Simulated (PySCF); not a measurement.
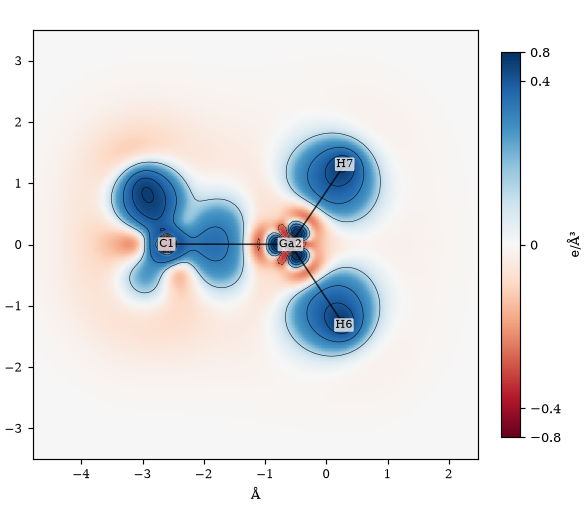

Figure 1: CH5Ga, SMILES `C[GaH2]`. Deformation density (molecule less spherical, spin-averaged free atoms) in the plane of C1, Ga2, H6 and H7; colour scale in e/Å³, logarithmic beyond ±0.1; blue: gain, red: loss.

Method: PBE0/def2-TZVP; geometry: GFN2-xTB; program: PySCF. No frequency check shows the geometry to be a minimum. GFN2-xTB bond lengths at metals and heavier atoms can be off by up to 0.1 Å and shapes distorted, which carries into these values.

Describe the bonding that the map shows.

Ga2–H7: +0.22 e/Å³ at the bond critical point (bond length 1.58 Å, Mayer order 0.9). Ga2–H6: +0.22 e/Å³ at the bond critical point (bond length 1.58 Å, Mayer order 0.9). C1–Ga2: +0.17 e/Å³ at the bond critical point (bond length 2.02 Å, Mayer order 1.0). In all, 1.5 electrons gather in the regions of gain relative to the promolecule.

Where do the Hirshfeld charges lie?

The highest Hirshfeld charge is on Ga2 (+0.44 e), the lowest on C1 (−0.25 e).

```
atom  charge (e)
  C1       −0.25
 Ga2       +0.44
  H3       +0.04
  H4       +0.03
  H5       +0.04
  H6       −0.15
  H7       −0.14
```

The PySCF run took 9.2 s on 1 thread of Arm Neoverse V1, on a shared host, peak memory 0.43 GiB.
